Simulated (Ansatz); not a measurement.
# C3H6Sn: rigid scan of one bond length, by script

Aim: a rigid scan of one bond length, for C3H6Sn, run from a script. SMILES: C=[C]1[CH2][SnH2]1.

Program: Ansatz 0.2.0 through its Python package. Level of theory: r2SCAN/def2-SVP. These are calculated values, not measurements.

## (1) The structure

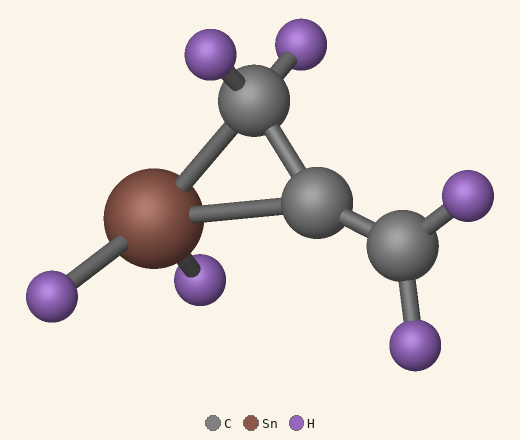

The structure that the script starts from, seen from a chosen angle (carbon grey, tin brown, hydrogen purple).

No structure file is read: the coordinates are typed or built in the script.

## (2) The script

scan_c3h6sn.py reads:

```python
'''Potential curve of C3H6Sn along one bond.'''

import ansatz
import numpy as np

SETTINGS = {
    'basis_set': 'def2-SVP',
    'functional': 'r2scan',
}


def main() -> None:
    geometry_ang = [
        ('C', (-1.4146, 0.1955, -1.1037)),
        ('C', (-0.4137, -0.0629, -0.3639)),
        ('C', (0.5792, -1.0199, 0.0678)),
        ('Sn', (1.2164, 0.5463, 1.1858)),
        ('H', (-1.8804, -0.5108, -1.8013)),
        ('H', (-1.9026, 1.2459, -1.0623)),
        ('H', (1.3533, -1.2785, -0.7225)),
        ('H', (0.2135, -1.8509, 0.6436)),
        ('H', (0.2421, 0.878, 2.6948)),
        ('H', (2.0899, 1.8061, 0.4646)),
    ]
    c3h6sn = ansatz.Crystal.molecule()
    for symbol, xyz in geometry_ang:
        c3h6sn = c3h6sn.atom(symbol, xyz)

    symbols = [site.symbol for site in c3h6sn.cartesian_sites]
    start = np.array([site.position_ang for site in c3h6sn.cartesian_sites])
    axis = (start[7] - start[2]) / np.linalg.norm(start[7] - start[2])
    moving = [7]
    lengths, energies = [0.946, 0.989, 1.032, 1.075, 1.118, 1.161, 1.204, 1.269], []
    for length in lengths:
        xyz = start.copy()
        xyz[moving] += (length - np.linalg.norm(start[7] - start[2])) * axis
        point = ansatz.Crystal.molecule()
        for symbol, xyz in zip(symbols, xyz):
            point = point.atom(symbol, xyz.tolist())
        job = point.calculation()
        job = job.basis(gaussian=SETTINGS['basis_set'])
        job = job.functional(SETTINGS['functional'])
        report = job.run(threads=1, pin='off').report
        energies.append(report['free_energy_ev'])
        print(f'r = {length:6.3f} A  E = {energies[-1]:.5f} eV  <S^2> = {abs(report["mean_field"]["state"]["spin_squared"]):.3f}')

    # quartic fit about the minimum
    fit = np.polynomial.Polynomial.fit(lengths, np.array(energies) - min(energies), 4).convert()
    roots = [r.real for r in fit.deriv().roots() if abs(r.imag) < 1e-9 and fit.deriv(2)(r.real) > 0]
    r_e = min(roots, key=lambda r: abs(r - lengths[int(np.argmin(energies))]))
    print(f'minimum of the fit at {r_e:.4f} A, force constant {fit.deriv(2)(r_e):.2f} eV/A^2')


if __name__ == '__main__':
    main()
```

## (3) The input behind the calls

The engine receives this input (first run):

```yaml
crystal:
  periodic: [false, false, false]
  atoms:
    - { symbol: C, position_ang: [-1.4146, 0.1955, -1.1037] }
    - { symbol: C, position_ang: [-0.4137, -0.0629, -0.3639] }
    - { symbol: C, position_ang: [0.5792, -1.0199, 0.0678] }
    - { symbol: Sn, position_ang: [1.2164, 0.5463, 1.1858] }
    - { symbol: H, position_ang: [-1.8804, -0.5108, -1.8013] }
    - { symbol: H, position_ang: [-1.9026, 1.2459, -1.0623] }
    - { symbol: H, position_ang: [1.3533, -1.2785, -0.7225] }
    - { symbol: H, position_ang: [0.25741436789097427, -1.7511109933896647, 0.5744561853113946] }
    - { symbol: H, position_ang: [0.2421, 0.878, 2.6948] }
    - { symbol: H, position_ang: [2.0899, 1.8061, 0.4646] }
basis:
  gaussian:
    orbitals: def2-SVP
hamiltonian:
  xc: r2scan
```

## (4) Running it

Command:

```sh
$ python scan_c3h6sn.py
```

Log:

```text
r =  0.946 A  E = -9033.50733 eV  <S^2> = 0.000
r =  0.989 A  E = -9033.79079 eV  <S^2> = 0.000
r =  1.032 A  E = -9033.95827 eV  <S^2> = 0.000
r =  1.075 A  E = -9034.03454 eV  <S^2> = 0.000
r =  1.118 A  E = -9034.03949 eV  <S^2> = 0.000
r =  1.161 A  E = -9033.98915 eV  <S^2> = 0.000
r =  1.204 A  E = -9033.89640 eV  <S^2> = 0.000
r =  1.269 A  E = -9033.69812 eV  <S^2> = 0.000
minimum of the fit at 1.0992 A, force constant 33.30 eV/A^2
```

Run time: 19 s. Hardware: 1 thread of Intel Xeon 6975P-C (Granite Rapids), shared host; peak memory 0.23 GiB.

## (5) Inputs of later runs

The engine's inputs for some of the other runs:

Run 3, against run 1:

```diff
@@ -11 +11 @@
-    - { symbol: H, position_ang: [0.25741436789097427, -1.7511109933896647, 0.5744561853113946] }
+    - { symbol: H, position_ang: [0.2281611286083355, -1.8175847200614526, 0.6205158385215215] }
```

Run 6, against run 1:

```diff
@@ -11 +11 @@
-    - { symbol: H, position_ang: [0.25741436789097427, -1.7511109933896647, 0.5744561853113946] }
+    - { symbol: H, position_ang: [0.18428126968437747, -1.9172953100691341, 0.6896053183367116] }
```

Run 7, against run 1:

```diff
@@ -11 +11 @@
-    - { symbol: H, position_ang: [0.25741436789097427, -1.7511109933896647, 0.5744561853113946] }
+    - { symbol: H, position_ang: [0.16965465004305813, -1.9505321734050278, 0.7126351449417749] }
```

Lines on the test bed's own set-up are left out of the output.

## (6) Run by run

The 8 runs, in the order started:

```csv
run,distance (Å),energy from run 5 (eV),SCF cycles,CPU time (s)
1,0.95,0.5322,20,2.4
2,0.99,0.2487,20,2.3
3,1.03,0.0812,20,2.5
4,1.07,0.0050,20,2.4
5,1.12,0.0000,20,2.3
6,1.16,0.0503,19,2.3
7,1.20,0.1431,19,2.3
8,1.27,0.3414,19,2.3
```

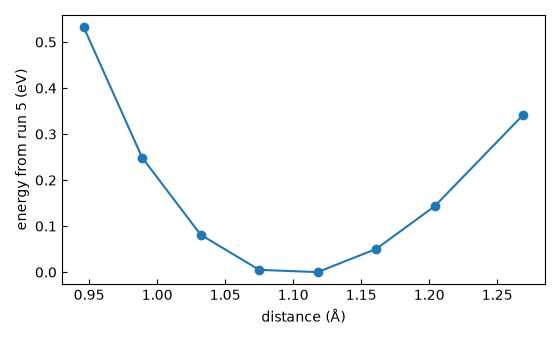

Energy against distance; lines join the points.

## (7) Summary of results

```
                        quantity     value
bond length at the fit's minimum  1.0992 Å
                   runs compared         8
                 range of energy  0.532 eV
      lowest point, distance (Å)      1.12
```

The lowest point, at 1.12, lies inside the range. The ends stand 0.532 and 0.341 eV above it. The distance scanned is the script's pair 2, 7. Caveats:
- The rest of the molecule is held rigid at a force-field or estimated start geometry, and the basis set is modest; single-reference methods fail as a bond breaks.
- def2 sets replace the cores of elements past krypton by effective core potentials.
- The orbitals are restricted, so S² is zero by construction.
